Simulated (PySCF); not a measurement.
C₅H₁₁N, SMILES N/C=C\C(C)C, GFN2-xTB optimised geometry. Atoms within 1.6 Å of the plane z = 0.6 Å (x, y, z in Å): C1 (1.40, -1.67, 0.79), C2 (0.87, -0.47, 0.00), C4 (-0.63, -0.47, 0.00), C5 (-1.41, 0.61, 0.00), N6 (-0.99, 1.93, -0.07), H7 (1.03, -1.64, 1.81), H8 (2.49, -1.65, 0.81), H9 (1.08, -2.60, 0.32), H10 (1.24, 0.45, 0.48), H14 (-1.10, -1.44, -0.04), H15 (-2.49, 0.50, -0.01), H16 (-0.02, 2.07, 0.15), H17 (-1.59, 2.60, 0.39).

Computed with B3LYP/def2-SVP in PySCF 2.14.0. Cells within 0.4 Å of a nucleus heavier than hydrogen are left out (blank, or x).

Map of the Laplacian of the electron density (e/bohr⁵), clipped to [-1.50, 1.50] on the plane z = 0.6 Å:

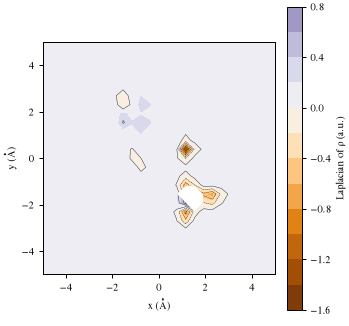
Fig. 1. Laplacian of the electron density (e/bohr⁵), clipped to [-1.50, 1.50] on the plane z = 0.6 Å.
